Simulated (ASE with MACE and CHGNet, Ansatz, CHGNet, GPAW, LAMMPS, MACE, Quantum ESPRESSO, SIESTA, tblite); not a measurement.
**Machine-learned potentials runs on amorphous Zn20Hg10Se19S11 (60 atoms)**

Wanted: machine-learned potentials inputs and outputs for amorphous Zn20Hg10Se19S11 (60 atoms), checked against a plane-wave reference.

Main program and level: ASE with MACE and CHGNet; the method is named at each step.

## (1) Starting point

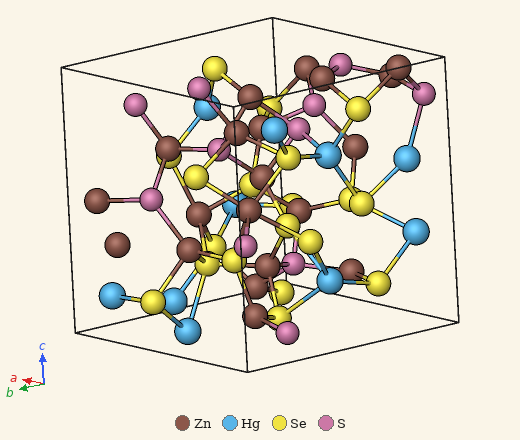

The cell as given, from a free direction (zinc brown, mercury blue, selenium yellow, sulfur pink). Bonds to atoms that aren't drawn are left out.

The cell holds 60 atoms: 20 Zn, 10 Hg, 19 Se and 11 S. Its edges and angles: a = 11.236 Å, b = 11.236 Å, c = 11.236 Å, α = 90.0°, β = 90.0°, γ = 90.0°. 60 atoms (20 Zn, 10 Hg, 19 Se, 11 S) placed at random at 6.05 g/cm³, melted at 2500 K for 10 ps at fixed volume with the Stillinger-Weber II-VI potential (Zhou et al., Phys. Rev. B 88, 085309 (2013)). Quenched from 2500 K to 500 K at 100 K/ps and fixed volume, held 5 ps.

The yardstick, on the same geometry:

```
method                 : Kohn-Sham DFT, PBE, PAW, plane waves (Ansatz 0.2.0); cutoff 420 eV, Γ point, fermi-dirac smearing of 0.05 eV; PAW set soft_2
r.m.s. force component : 0.5476 eV/Å
longest force          : 2.387 eV/Å
pressure               : 0.6194 GPa
SCF cycles             : 12
time                   : 32 s on 4 threads of Arm Neoverse V1, shared host
CPU time               : 2 min
```

## (2) MACE MPA-0 medium potential

Method: machine-learned interatomic potential MACE MPA-0 medium, trained on PBE(+U) plane-wave data.

The input, run.py:

```python
import numpy as np
from ase.io import read
import mlip  # loads the published weights by name

atoms = read("structure.xyz")
atoms.calc = mlip.calc("mace-mpa-0-medium")
energy = atoms.get_potential_energy()
forces = atoms.get_forces()
print(f"energy {energy:.6f} eV")
print("forces (eV/A)")
for i, (a, f) in enumerate(zip(atoms, forces)):
    print(f"{i:4d} {a.symbol:2s} {f[0]:10.5f} {f[1]:10.5f} {f[2]:10.5f}")
stress = -atoms.get_stress(voigt=False) * 160.21766
print("stress (GPa, compression positive)")
for row in stress:
    print(" ".join(f"{x:10.4f}" for x in row))
```

The input, structure.xyz:

```xyz
60
Lattice="11.23550 0.00000 0.00000 0.00000 11.23550 0.00000 0.00000 0.00000 11.23550" Properties=species:S:1:pos:R:3 pbc="T T T"
Zn 6.90556 2.58967 4.18556
Zn 8.04597 8.37730 7.73441
Zn 5.52618 5.49416 2.59877
Zn 3.08527 4.03894 10.62496
Zn 8.39741 0.59256 9.61736
Zn 8.30764 3.22504 7.61340
Zn 0.59200 1.98644 11.07303
Zn 2.21890 8.94593 6.09402
Zn 9.12547 6.09503 4.35657
Zn 4.73352 1.73420 1.78026
Zn 8.30528 3.96242 1.02872
Zn 9.64163 10.98720 5.77527
Zn 3.41627 0.11820 9.98297
Zn 11.18573 8.81245 3.27537
Zn 5.97976 9.19367 3.90389
Zn 5.56697 5.47798 6.34019
Zn 3.83310 8.08596 8.96481
Zn 3.12246 8.19405 1.34736
Zn 5.78842 0.34347 6.63816
Zn 5.65325 5.82370 9.79309
Hg 2.41721 0.06865 3.49649
Hg 11.16977 2.50540 3.81782
Hg 0.05786 9.10120 9.84410
Hg 1.93700 5.10856 2.43563
Hg 9.47962 5.07182 8.65740
Hg 10.97708 6.16514 0.43133
Hg 1.60409 0.98917 6.88141
Hg 7.11791 8.59471 0.18449
Hg 2.19070 4.65577 7.62441
Hg 9.14997 10.84147 1.81060
Se 0.85570 6.89118 4.57914
Se 9.04772 1.20692 3.81872
Se 6.38660 10.91754 1.96048
Se 10.15611 1.26770 7.79182
Se 7.60115 4.43993 5.53416
Se 2.10845 2.44215 1.79431
Se 0.52751 4.27196 9.75972
Se 10.05049 4.66936 2.58675
Se 4.21399 6.08638 0.70020
Se 3.79771 10.37261 7.52891
Se 3.56581 8.78875 3.74985
Se 9.41625 1.73611 0.20516
Se 4.85587 1.44387 4.76565
Se 7.33453 7.21746 2.75607
Se 9.85926 6.91669 6.88332
Se 7.91878 5.81055 10.65698
Se 3.88085 5.63752 4.58015
Se 2.13025 3.07493 5.29091
Se 1.49612 7.30487 8.12136
S 6.33424 3.48312 2.20148
S 4.47263 9.42467 11.00787
S 6.62883 1.71375 8.53965
S 1.18287 0.25932 9.54838
S 0.78413 8.40314 1.01794
S 8.70268 9.44681 9.69028
S 7.40217 9.91904 5.96605
S 4.67251 4.17084 8.27540
S 5.92763 7.39745 7.82148
S 0.60458 10.50317 5.11069
S 4.44600 1.95374 10.61519
```

Started as:

```
OMP_NUM_THREADS=1 python run.py > output.txt
```

The log of the run:

```text
energy -155.521617 eV
forces (eV/A)
   0 Zn    0.18012   -0.36779    0.23056
   1 Zn   -0.17019    0.06597   -0.57699
   2 Zn   -0.02314    0.66588    1.11762
   3 Zn    0.44702   -0.39668   -0.07402
   4 Zn   -0.08341   -0.02893   -0.95290
   5 Zn   -0.80408   -1.92332   -0.72471
   6 Zn   -0.03313   -0.08671   -0.34138
   7 Zn   -0.31381   -0.39583    0.11201
   8 Zn   -0.10940    0.23662    0.34826
   9 Zn    0.46596   -0.18709   -0.47224
  10 Zn   -0.18190   -0.43387   -0.02334
  11 Zn   -0.93905    0.56474    0.51613
  12 Zn    0.10712   -0.78333   -0.15806
  13 Zn    0.16174   -0.08364    0.02766
  14 Zn    0.87080    0.26300   -0.24364
  15 Zn   -0.30379    0.05764    0.59078
  16 Zn    0.06403    0.61267   -0.16870
  17 Zn    0.14971    0.46972   -0.26293
  18 Zn    0.63665   -0.20696    0.61378
  19 Zn   -0.18400   -0.18884   -0.97355
  20 Hg    0.87479    0.26957   -0.72585
  21 Hg    0.72574    0.33927    0.52850
  22 Hg    0.20376    0.20363   -0.42630
  23 Hg   -0.07245    0.33217    0.51015
[...]
52 S     0.05930    0.02629    0.59556
  53 S    -0.02437    0.17711    0.32124
  54 S     0.22238    0.37894   -0.11281
  55 S     0.28129    0.02648   -0.40164
  56 S    -0.29740    0.64687    0.18383
  57 S    -0.77264   -0.66097    0.71809
  58 S    -0.64527   -1.18221   -0.17036
  59 S    -0.01899    0.99477    0.81907
stress (GPa, compression positive)
    0.3436     0.7292    -0.3449
    0.7292     1.2071    -0.6875
   -0.3449    -0.6875     0.6843
```

Wall time 8.3 s (1 thread of Arm Neoverse V1, shared host); peak memory 0.76 GiB.

Banners, paths, timers and routine set-up lines are dropped from the logs unmarked, and long logs keep their key lines alone; longer cuts are marked.

Numbers from this run, and their distance from the reference:

```
r.m.s. force component                  : 0.5253 eV/Å
r.m.s. difference of force components   : 131.1 meV/Å
longest difference of force vectors     : 563.4 meV/Å
force difference over r.m.s. force      : 23.94 %
slope of forces against the reference's : 0.9314
correlation of force components         : 0.971
pressure                                : 0.745 GPa
pressure difference                     : 0.1256 GPa
```

Length of the force difference by element (eV/Å):

| element | atoms | mean | most |
| --- | --- | --- | --- |
| Hg | 10 | 0.20 | 0.37 |
| S | 11 | 0.19 | 0.38 |
| Se | 19 | 0.27 | 0.56 |
| Zn | 20 | 0.14 | 0.28 |

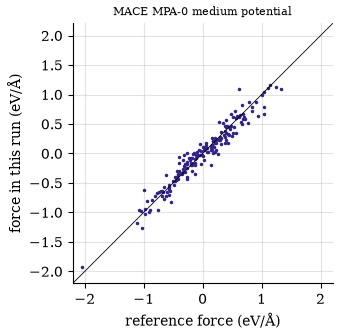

Force components against those of the reference; the line marks equality.

A closer look about Zn4, which has 3 bonded neighbours where the commonest count for Zn is 4: 9 atoms, nearest first, numbered in the order of the input, with positions taken from that point.

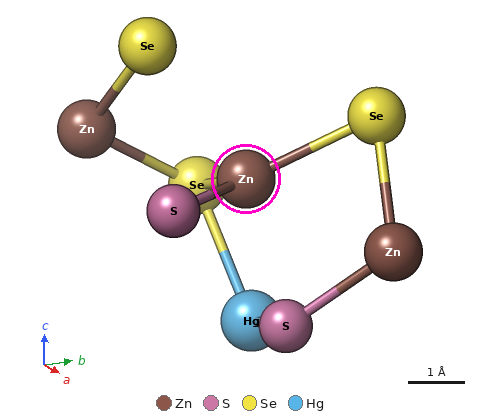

The atoms of the table, within 3.3 Å (arrows a, b, c point along x, y, z); some may hide others; the central atom is ringed.

| atom | x | y | z | distance (Å) | bonds | Fx | Fy | Fz (eV/Å) |
| --- | --- | --- | --- | --- | --- | --- | --- | --- |
| Zn4 | 0.00 | 0.00 | 0.00 | 0.00 | 3 | 0.45 | -0.40 | -0.07 |
| S60 | 1.36 | -2.09 | -0.01 | 2.49 | 3 | -0.02 | 0.99 | 0.82 |
| Se39 | 1.13 | 2.05 | 1.31 | 2.68 | 5 | -0.72 | -0.71 | -1.27 |
| Se37 | -2.56 | 0.23 | -0.87 | 2.71 | 5 | 1.09 | -0.53 | 1.16 |
| S57 | 1.59 | 0.13 | -2.35 | 2.84 | 3 | -0.30 | 0.65 | 0.18 |
| Se36 | -0.98 | -1.60 | 2.40 | 3.05 | 5 | -0.18 | -0.46 | 0.01 |
| Hg29 | -0.89 | 0.62 | -3.00 | 3.19 | 4 | 0.36 | 0.02 | -0.57 |
| Zn20 | 2.57 | 1.78 | -0.83 | 3.24 | 4 | -0.18 | -0.19 | -0.97 |
| Zn7 | -2.49 | -2.05 | 0.45 | 3.26 | 4 | -0.03 | -0.09 | -0.34 |

Atoms are counted from 1 here, from 0 in the log.

Forces lie 24 % from the reference's, at 0.068 times its CPU time (on 1 against 4 cores).

## (3) CHGNet 0.3.0 potential

Method: machine-learned interatomic potential CHGNet 0.3.0, trained on PBE(+U) plane-wave data.

run.py, as its differences from that of step 2:

```diff
@@ -5,3 +5,3 @@
 atoms = read("structure.xyz")
-atoms.calc = mlip.calc("mace-mpa-0-medium")
+atoms.calc = mlip.calc("chgnet-0.3.0")
 energy = atoms.get_potential_energy()
```

structure.xyz is that of step 2.

The log of the run:

```text
CHGNet v0.3.0 initialized with 412,525 parameters
CHGNet will run on cpu
energy -174.868958 eV
forces (eV/A)
   0 Zn    0.14363   -0.33294    0.11781
   1 Zn   -0.20187    0.11917   -0.49855
   2 Zn   -0.11363    0.64955    0.75323
   3 Zn    0.49630   -0.36345   -0.01197
   4 Zn   -0.30504   -0.00713   -0.73374
   5 Zn   -0.76974   -1.90162   -0.51772
   6 Zn    0.02126   -0.01373   -0.23025
   7 Zn   -0.01114   -0.51615    0.21502
   8 Zn   -0.14637    0.46501    0.43460
   9 Zn    0.36562   -0.14723   -0.44997
  10 Zn   -0.20405   -0.41423   -0.20778
  11 Zn   -0.71589    0.22736    0.43194
  12 Zn    0.07418   -0.68708   -0.14775
  13 Zn    0.46508   -0.45056    0.16081
  14 Zn    0.64472    0.05232   -0.24423
  15 Zn   -0.28159    0.20001    0.44278
  16 Zn    0.07492    0.55743   -0.29833
  17 Zn    0.10865    0.47370   -0.18348
  18 Zn    0.53187   -0.13810    0.60298
  19 Zn   -0.24735   -0.13063   -0.51065
  20 Hg    0.71237    0.18984   -0.41528
  21 Hg    1.10009    0.62970    0.59572
  22 Hg    0.23047   -0.00787   -0.56657
  23 Hg   -0.00809    0.14472    0.44667
[...]
52 S    -0.12169   -0.05789    0.08808
  53 S    -0.02721    0.11157    0.38505
  54 S     0.16538    0.20990   -0.01272
  55 S     0.18556    0.06125   -0.26408
  56 S    -0.13699    0.69084    0.12199
  57 S    -0.57427   -0.44637    0.32129
  58 S    -0.33293   -0.90673   -0.21583
  59 S    -0.14352    1.03384    0.77486
stress (GPa, compression positive)
    0.0420     0.4544    -0.1076
    0.4544     0.2930    -0.2216
   -0.1076    -0.2216    -0.1747
```

Run time: 3.6 s. Hardware: 1 thread; peak memory 0.58 GiB.

Against the reference:

```yaml
r_m_s_force_component: 0.4483 eV/Å
r_m_s_difference_of_force_components: 215.2 meV/Å
longest_difference_of_force_vectors: 869.8 meV/Å
force_difference_over_r_m_s_force: 39.31 %
slope_of_forces_against_the_reference_s: 0.7579
correlation_of_force_components: 0.9257
pressure: 0.0534 GPa
pressure_difference: -0.566 GPa
```

Against the first run (24 %), the force difference from the reference is 39 %, at 0.43 times the CPU time.

## (4) CHGNet r2SCAN potential

Method: machine-learned interatomic potential CHGNet r2SCAN, trained on r2SCAN plane-wave data.

run.py, as its differences from that of step 3:

```diff
@@ -5,3 +5,3 @@
 atoms = read("structure.xyz")
-atoms.calc = mlip.calc("chgnet-0.3.0")
+atoms.calc = mlip.calc("chgnet-r2scan")
 energy = atoms.get_potential_energy()
```

structure.xyz is that of step 3.

The log of the run:

```text
CHGNet vr2scan initialized with 412,525 parameters
CHGNet will run on cpu
energy -1061.774658 eV
forces (eV/A)
   0 Zn    0.08015   -0.16511    0.07498
   1 Zn   -0.24852    0.16865   -0.33002
   2 Zn   -0.12714    0.48891    0.42075
   3 Zn    0.32415   -0.32115    0.03871
   4 Zn   -0.15851    0.09313   -0.59788
   5 Zn   -0.31633   -1.10907   -0.18949
   6 Zn   -0.05414   -0.08048   -0.19432
   7 Zn    0.02188   -0.24435    0.13044
   8 Zn   -0.24501    0.17923    0.22428
   9 Zn    0.39008   -0.09298   -0.40333
  10 Zn   -0.13677   -0.34641   -0.07843
  11 Zn   -0.49676    0.16324    0.27721
  12 Zn    0.05315   -0.48015   -0.17437
  13 Zn    0.61189   -0.42728    0.15383
  14 Zn    0.47669    0.03013   -0.19716
  15 Zn   -0.17848    0.12343    0.35093
  16 Zn    0.12235    0.57522   -0.31813
  17 Zn    0.09809    0.30591   -0.16774
  18 Zn    0.30780   -0.17685    0.35364
  19 Zn   -0.08062   -0.04801   -0.43120
  20 Hg    0.54999   -0.00267   -0.11298
  21 Hg    0.59798    0.37151    0.36543
  22 Hg    0.12706    0.01154   -0.32809
  23 Hg    0.06711    0.05048    0.48976
[...]
52 S    -0.06386    0.02147    0.24361
  53 S    -0.02296    0.06200    0.44383
  54 S     0.05807    0.10677    0.00393
  55 S     0.17159    0.13494   -0.23540
  56 S    -0.21062    0.66015    0.06308
  57 S    -0.49183   -0.43582    0.43382
  58 S    -0.16066   -0.72080   -0.26230
  59 S    -0.32002    0.84473    0.70955
stress (GPa, compression positive)
   -2.0986     0.3126    -0.2026
    0.3126    -1.6357    -0.2821
   -0.2026    -0.2821    -2.1379
```

It took 3.5 s on 1 thread; peak memory 0.58 GiB.

Compared with the plane-wave run:

| Quantity | Value |
| --- | --- |
| r.m.s. force component | 0.342 eV/Å |
| r.m.s. difference of force components | 294.6 meV/Å |
| longest difference of force vectors | 1279 meV/Å |
| force difference over r.m.s. force | 53.79 % |
| slope of forces against the reference's | 0.5503 |
| correlation of force components | 0.8812 |
| pressure | -1.957 GPa |
| pressure difference | -2.577 GPa |

Against the first run (24 %), the force difference from the reference is 54 %, at 0.43 times the CPU time; this potential was trained at another functional than the reference's, which explains only part of so large a difference.

## (5) Side by side

Differences are against the plane-wave reference, forces as r.m.s. over components; share is that over the reference's r.m.s. force, slope the least-squares factor from reference forces to these. Total energies of different programs have different zeros and aren't compared.

| run | Δ force, r.m.s. (meV/Å) | share (%) | slope | Δ pressure (GPa) | cores | CPU time | memory (GiB) |
| --- | --- | --- | --- | --- | --- | --- | --- |
| reference | - | - | - | - | 4 | 2 min | 2.2 |
| MACE MPA-0 medium potential | 131 | 23.9 | 0.931 | 0.126 | 1 | 8.2 s | 0.76 |
| CHGNet 0.3.0 potential | 215 | 39.3 | 0.758 | -0.566 | 1 | 3.5 s | 0.58 |
| CHGNet r2SCAN potential | 295 | 53.8 | 0.550 | -2.58 | 1 | 3.5 s | 0.58 |

Times of the machine-learned potentials are mostly Python's start and the loading of weights.

CPU time is summed over cores on a shared host, where runs went side by side, so it is rough. Symmetry, cutoffs, thresholds, outputs and thread counts weren't matched or tuned between programs; memory under MPI is the largest rank's times the ranks.

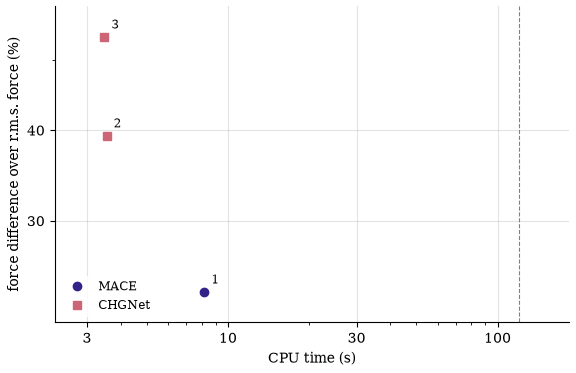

Force difference against CPU time; the dashed line marks the reference's time. Points: 1 MACE MPA-0 medium potential; 2 CHGNet 0.3.0 potential; 3 CHGNet r2SCAN potential.

## (6) Summary of results

```json
{"nearest in forces": "MACE MPA-0 medium potential, 24 %", "its CPU time": "8.2 s"}
```

**Reading.** Machine-learned potentials differ by 24 % (MACE MPA-0 medium potential) to 54 % (CHGNet r2SCAN potential); they were trained on other programs' data, some at another functional. Among those trained on PBE data the slope goes as low as 0.76, which softening far from their training structures can give, though the reference's k-sampling is untested too. Machine-learned potentials mimic data converged in k, so the reference's own k-point error enters their differences. The quench rate of 100 K/ps is many orders above laboratory rates, so the cell is likely richer in defects and strain than a real sample. The network of bonds at the start is that of the classical potential that made the cell, and needn't be the one that DFT or experiment would give. The electronic-structure runs sample only Γ, in a cell whose shortest periodic width is 11 Å, which is coarse for a cell with partly filled levels. Spin–orbit coupling is left out, which matters for the levels of the heavy elements.

[Also dropped from logs without a mark: logging warnings of Python, and SIESTA's first energy breakdown and zero terms.]

[Logs are printed without paths, hosts, clocks, repeated set-up lines and the standing remarks that a program may print on its own settings, such as how far it seeks lower states.]

[Hosts, paths, dates, database ids (printed as entryN), source tags and the programs' standing remarks are cut or masked in the printed files.]
